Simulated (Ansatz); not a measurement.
```xyz
12

Al   -0.5823   -0.3496    0.8871
O     1.1509   -0.6156    0.1905
O    -1.0300    0.8963   -0.2517
O    -1.2271   -1.9192    0.6715
H     1.6314    1.9439   -1.5246
F    -0.4487    0.1918    2.4527
H     1.3465    0.0286   -0.5771
O     1.1508    1.1209   -1.6381
H     1.2656   -1.5242   -0.1068
H    -1.8635    1.3583   -0.1935
H    -1.6201   -2.4029    1.3943
H     0.2266    1.2716   -1.3043
```

The product side of a reaction path; geometry: PBE0-D4/def2-TZVP; a saddle point, not a minimum.

All numbers below come from RKS PBE0-D4/def2-TZVPP in Ansatz.

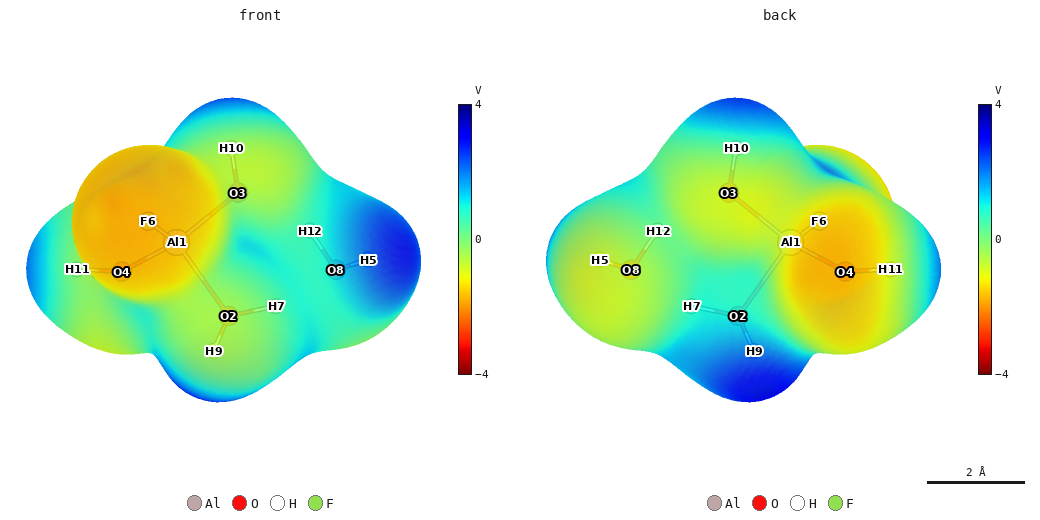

AlFH₄O₃···H₂O. The electrostatic potential painted on the density surface at 0.002 e/bohr³, seen from the front and from behind; the colour scale runs from red (negative) to blue (positive).

Where is the surface potential most negative and most positive?

The most negative region (about −1.8 V) lies over F6, the most positive (about +3.2 V) over H9.
